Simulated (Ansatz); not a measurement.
C2H9NSi2

The calculation's input:

```
crystal:
  periodic: [false, false, false]
  atoms:
    - { symbol: C, position_ang: [-0.8042, 1.5406, 1.6169] }
    - { symbol: Si, position_ang: [0.7974, 1.1093, 0.9236] }
    - { symbol: C, position_ang: [0.68, -0.2687, -0.3678] }
    - { symbol: "N", position_ang: [-0.3547, -0.771, -0.6705] }
    - { symbol: Si, position_ang: [-0.4022, -2.0597, -1.8751] }
    - { symbol: H, position_ang: [-0.7588, 2.4049, 2.3406] }
    - { symbol: H, position_ang: [-1.3084, 0.7382, 2.1018] }
    - { symbol: H, position_ang: [-1.4821, 1.9536, 0.8058] }
    - { symbol: H, position_ang: [1.6955, 0.7157, 2.0856] }
    - { symbol: H, position_ang: [-0.11261, 0.00085, -1.06581] }
    - { symbol: H, position_ang: [1.6776, -0.5731, -0.7569] }
    - { symbol: H, position_ang: [-1.7684, -2.5151, -2.0804] }
    - { symbol: H, position_ang: [0.1468, -1.4795, -3.1135] }
    - { symbol: H, position_ang: [0.4238, -3.1363, -1.3223] }
basis:
  gaussian: { orbitals: "6-31G*" }
hamiltonian:
  xc: blyp
  dispersion: d4
relax:
  f_tol: 0.02
  max_steps: 50
output:
  orbitals: {}
```

Launched as:

```sh
ansatz run input.yaml --threads 2 --pin off --max-ram 3072MiB --backend cpu --events-out ev --progress --plain --runs-dir out
```

The fields are those of the relaxed geometry.

The calculation used RKS BLYP-D4/6-31G* (Ansatz).

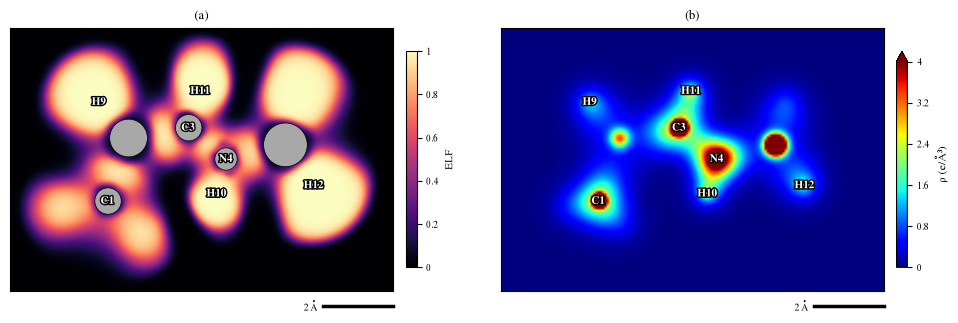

Figure 1. (a) ELF; (b) total electron density on the plane of atoms C3, N4 and H10. Grey discs cover the atomic cores in the ELF map.

**Describe what can be read from this map.**

The plane passes through C, N and H nuclei. C–N (1.39 Å): ρ is about 2.1 e/Å³ halfway; the ELF peaks at about 0.90 between the atoms; localised, covalent bonding. N–H (1.02 Å): ρ is about 2.8 e/Å³ halfway; the ELF climbs to about 1 towards the hydrogen, as it does in any bond to H: a covalent bond by its length. C–H (1.10 Å): ρ at the midpoint is about 2 e/Å³; the ELF climbs to about 1 towards the hydrogen: a covalent bond by its length.

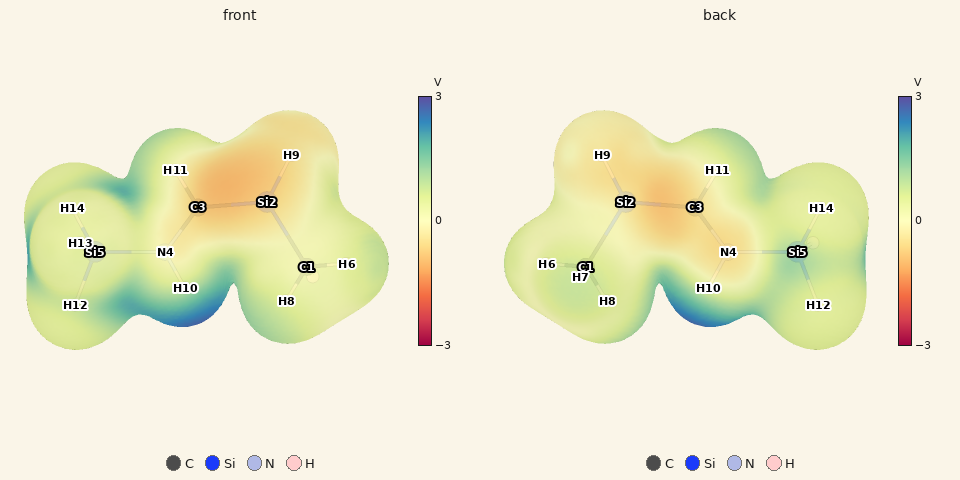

Figure 2. The electrostatic potential painted on the density surface at 0.004 e/bohr³, seen from the front and from behind; the colour scale runs from red (negative) to blue (positive).

**Where is the surface potential most negative and most positive?**

The most negative region (about −1.0 V) lies over C3, the most positive (about +2.6 V) over H10.

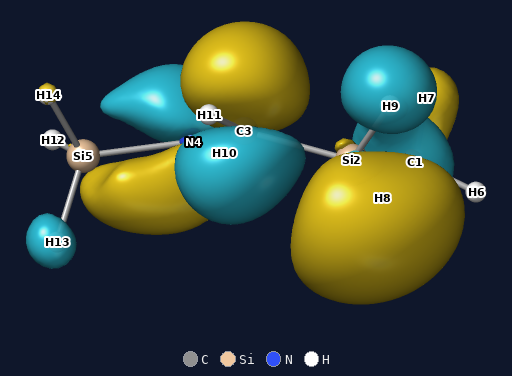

Figure 3. One frontier orbital at ±0.08 Å⁻³ᐟ² (yellow and cyan are the two phases), seen from one side.

**Which orbital is it: HOMO or LUMO?**

The LUMO, at −1.50 eV. It lies mainly on Si2 (about 35 %), C3 (about 30 %) and N4 (about 10 %).
